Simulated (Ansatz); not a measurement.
```xyz
7

B     0.0608   -0.5269   -1.0742
H     0.1432   -0.5418    3.4495
H     0.9998    0.2026   -1.2757
H    -0.6497   -0.9342   -1.9671
O    -0.1729   -0.8786    0.2070
H    -0.9339   -1.4635    0.3204
H     0.1871   -0.5451    2.6893
```

The calculation used Ansatz, RKS B3LYP-D4/def2-SVP.

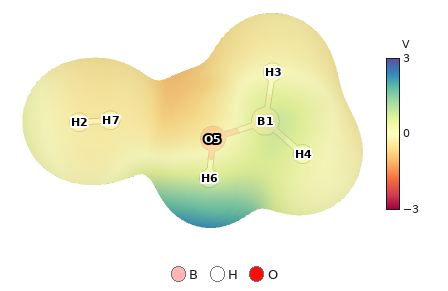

BH3O···H2. The molecular electrostatic potential painted on the density surface at 0.001 e/bohr³, seen across its widest extent; red is negative and blue positive.

### Describe the electrostatic potential map.

The most negative region (about −0.9 V) lies over O5, the most positive (about +2.3 V) over H6.
